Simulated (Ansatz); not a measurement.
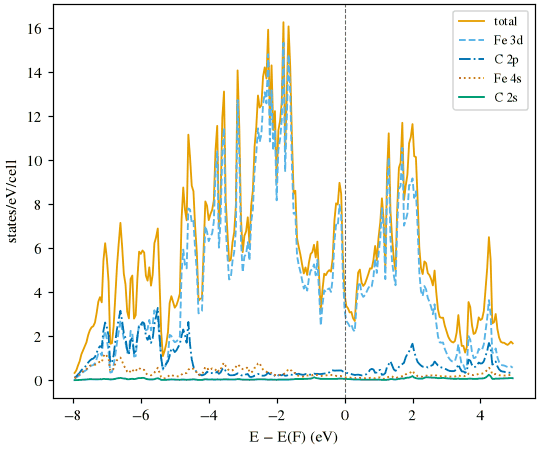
Figure. Total and projected density of states of Fe$_{3}$C in space group P6_322 (No. 182; Fe on 6g, C on 2c), plane-wave PAW r²SCAN (Ansatz code)

Question: Which orbitals carry the states next to the Fermi level?

Answer: Within 0.5 eV of the Fermi level: Fe 3d 85 %, C 2p 7 %. Projections are on Löwdin-orthogonalised atomic valence shells; empty p or d shells of many metals are not among them.

Question: Where is the tallest occupied peak in this window, and what makes it?

Answer: Near -1.8 eV, about 16 states/eV per cell; the largest projected share is Fe 3d.

The workflow started from a Materials Project entry (that database holds measured and hypothetical structures alike); the Crystallography Open Database copy checked does not list it. COD files the formula under space group No. 62. Its standing as an ambient phase is unchecked. The r²SCAN relaxation kept the symmetry of its start; its stability against distortions is not shown here. The final state is ferromagnetic, chosen from 5 collinear starts compared on coarse meshes (ties went to the first, and starts can fall back to one state), not a proven ground state. Other orbital occupations within this spin state were not tried.

Potentials: the earlier of the program's two PAW sets. The files were generated under PBE; for other functionals the program regenerates the frozen cores, and for LDA and PBEsol the local potential too.
